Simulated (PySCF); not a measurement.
C5H9N3Si

```xyz
18

Si   -2.1906   -1.0880    1.2317
N    -1.4614    0.3042    0.4429
N    -2.1943    1.4314    0.3214
N    -1.5031    2.3233   -0.2603
C    -0.2829    1.8275   -0.5493
C    -0.2344    0.5230   -0.1040
C     0.8195   -0.4877   -0.1468
C     2.2581   -0.0639    0.0029
C     1.7587   -0.5276   -1.3248
H    -2.1517   -2.1882    0.2662
H    -1.3542   -1.3988    2.3930
H    -3.5268   -0.6275    1.5588
H     0.4576    2.4211   -1.0441
H     0.5330   -1.4352    0.2940
H     2.4573    0.9885    0.1348
H     2.9177   -0.7090    0.5624
H     2.0718   -1.4943   -1.6883
H     1.6169    0.2075   -2.1020
```

Geometry: GFN2-xTB.

Level of theory: PBE0/pcSseg-1, SCF density, gas phase, non-relativistic (PySCF 2.14.0).

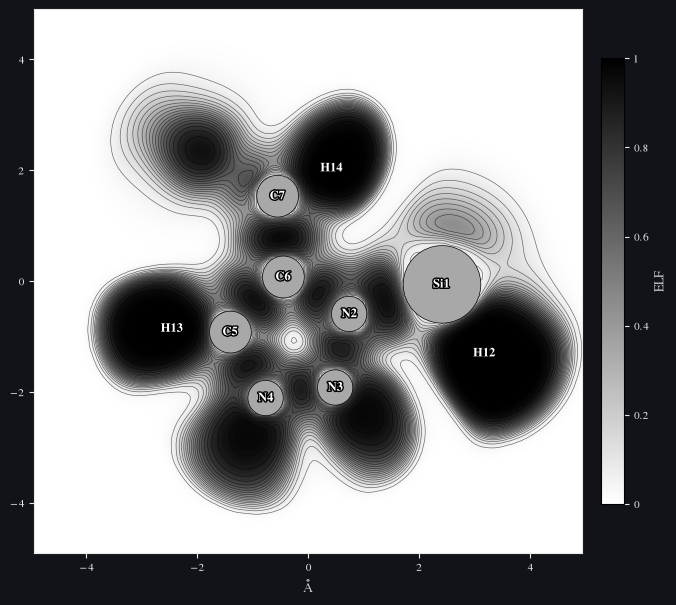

Figure 1. Electron localisation function on the plane of atoms C6, C5 and H13. Grey discs cover the atomic cores.

### What do the fields say about this system?

- Atoms in the plane: Si, N, C and H.
- N–N (1.27 Å): the ELF peaks at about 0.90 between the atoms; localised, covalent bonding.
- C–N (1.35 Å): the ELF peaks at about 0.90 between the atoms: localised, covalent bonding.
- C–C (1.38 Å): the ELF peaks at about 0.95 between the atoms (localised, covalent bonding).
- Si–N (1.76 Å): the ELF peaks at about 0.95 between the atoms: a shared but strongly polarised pair.
- C–H (1.07 Å): the ELF climbs to about 1 towards the hydrogen, as it does in any bond to H; a covalent bond by its length.
- The ELF also peaks beside N4 and N3, away from the bonds: lone-pair regions.

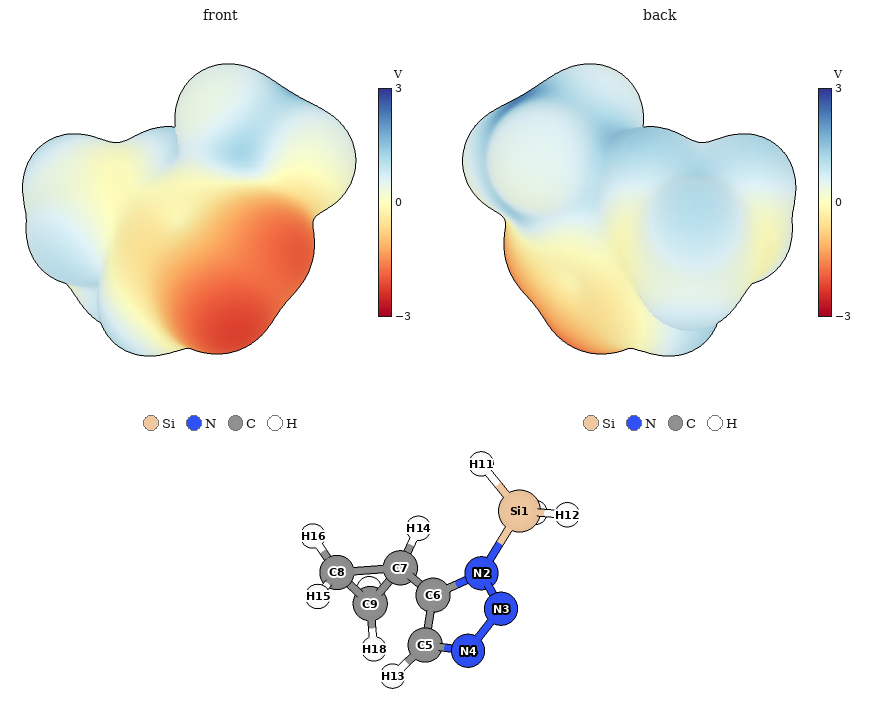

Figure 2. The electrostatic potential painted on the density surface at 0.002 e/bohr³, seen from the front and from behind; the colour scale runs from red (negative) to blue (positive). The bare structure is drawn below in the same view.

### Where is the surface potential most negative and most positive?

The most negative region (about −2.2 V) lies over N4, the most positive (about +2.0 V) over Si1. N4 is the likeliest acceptor of a hydrogen bond.
